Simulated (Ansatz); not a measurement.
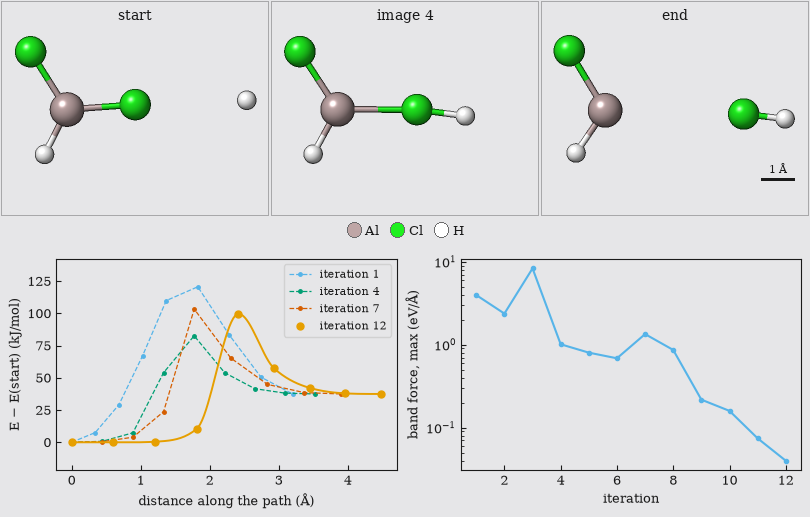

A search for the minimum-energy path of AlH₂Cl₂ (multiplicity 2), made up at the start of AlHCl$_{2}$ and H by the nudged elastic band. Images are numbered from 0 (start) to 8 (end). The plot follows the band through its iterations. A ball-and-stick model, seen face on.

All numbers below come from UKS BHLYP/cc-pVDZ (Ansatz). Run with 7 movable images; climbing image; force threshold 0.05 eV/Å; iteration limit 60; spring constant 20.0 eV/Å²; starting path through a guess of the saddle point.

Q: Judge this run.

A: The run is converged, with reservations. The band converged in 12 iterations. The largest component of the band force went from 4 to 0.04 eV/Å. The climbing image converged on the top of the path. Its curvatures weren't checked. The first iteration put the highest image at 120.6 kJ/mol. The energy climbs by 99.6 kJ/mol to image 4 and then falls by 62.1 kJ/mol, so the end point sits at +37.5 kJ/mol.

Limits of the set-up: the start holds two separate molecules, 3.4 Å apart at their closest, whose relative position is a soft coordinate and is computed without a dispersion correction.

The run took 2.6 min on 2 threads of Arm Neoverse V1, on a shared host, peak memory 0.17 GiB.
